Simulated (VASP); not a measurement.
Band structure of MgI2 (1T layered). All values below come from r2SCAN+rVV10, VASP's PBE PAW potentials (set 64) (plane waves; VASP).

The path is coarsely sampled, so an indirect gap can come out somewhat too large. Unless said otherwise, spin-orbit coupling is left out, though it shifts the bands of the heavy elements here.

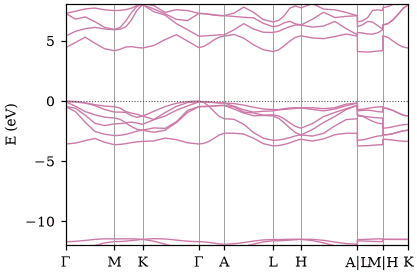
Figure: Bands along high-symmetry lines, zero at the valence-band maximum or, without a gap, the Fermi level

Q: Read the plot: is there a gap, and where are the band edges?

A: The gap is indirect, 4.08 eV, from the valence maximum at Γ to the conduction minimum at L-M at 0.40.

The compound is MgI2 in the 1T layered structure. It was relaxed first.
